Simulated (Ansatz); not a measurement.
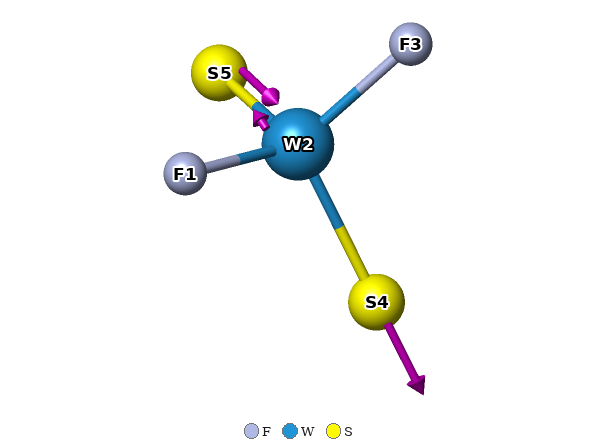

The arrows show one normal mode. Charge 0, singlet. Harmonic vibrations computed with RKS PBE0-D4/def2-TZVP, core potentials on W (Ansatz 0.2.0) at a stationary point of the same level.

Describe the motion.

Mostly out-of-phase stretching of 2 W–S bonds.

At what wavenumber does it lie?

572 cm⁻¹; it is mode 6 of 9 counted from the lowest.
